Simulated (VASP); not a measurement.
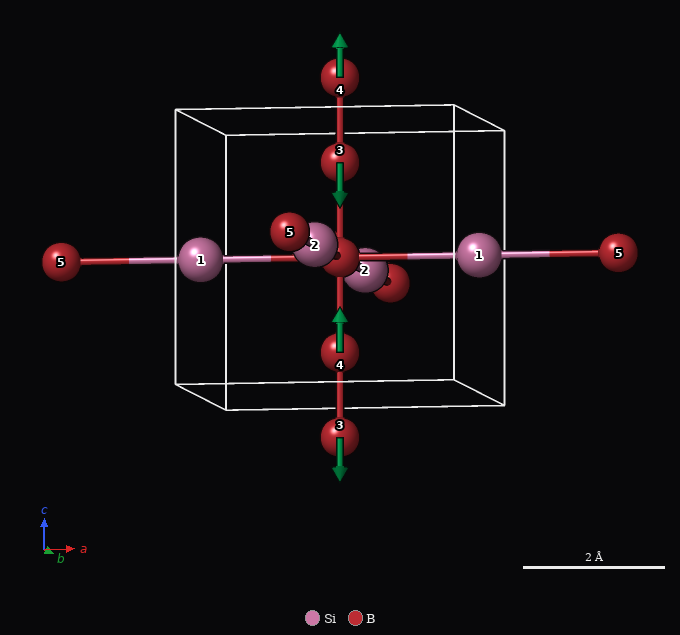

This is a relaxation of crystalline Si$_{2}$B$_{3}$ (a generated structure, set up in P4/mmm). The starting structure is drawn; green arrows show the displacements (the part carried along by the change of the cell is left out), magnified 10 times.

A ball-and-stick model of the cell of the calculation, seen from a free direction.

The run lets cell and atoms move.

All numbers below come from Kohn-Sham DFT of a periodic cell, PBE, VASP PAW PBE potentials, recommended in VASP 6.6.1.

Input
```
SYSTEM = Si2B3
ALGO = Fast
EDIFF = 1E-4
EDIFFG = -0.08
ENCUT = 520
GGA = PE
IBRION = 2
ISIF = 3
ISMEAR = 0
LASPH = .True.
LCHARG = .False.
LREAL = .False.
LWAVE = .False.
NELM = 60
NSW = 24
PREC = Normal
SIGMA = 0.15
```

Launched with:
```bash
cat potpaw_PBE.64/Si/POTCAR potpaw_PBE.64/B/POTCAR > POTCAR
mpirun -np 1 vasp_std > vasp.out
```

### Atoms of which element are displaced furthest, and by how much?

Boron: up to 0.067 Å, against 0.000 Å for silicon.

### Describe the change and its energy.

Over 21 geometry steps the energy falls by 4.891 eV per cell of the calculation. The largest force component goes from 13 to 0.053 eV/Å. The pressure goes from 50.28 to −0.11 GPa. The largest moves relative to the cell, 0.067 Å, are those of B3 and B4. B3 goes along −c. Si stays in place. The volume changes by +41.3 %, with a = b 4.034 → 4.401 Å (+9.1 %), c 3.934 → 4.671 Å (+18.7 %). Some distances before and after: B3–B4 1.214 → 1.575 Å, B3–B5 1.360 → 1.548 Å, Si1–B5 2.017 → 2.201 Å. The space group stays P4/mmm (No. 123). At step 1 the optimiser overshot: the energy rose above the start, and later steps came back. The volume changes by over a tenth within one run on a fixed set of plane waves, so the end point should be relaxed again from the new cell. It ran on 1 thread of Intel(R) Xeon(R) Platinum 8488C (Sapphire Rapids) (shared host).
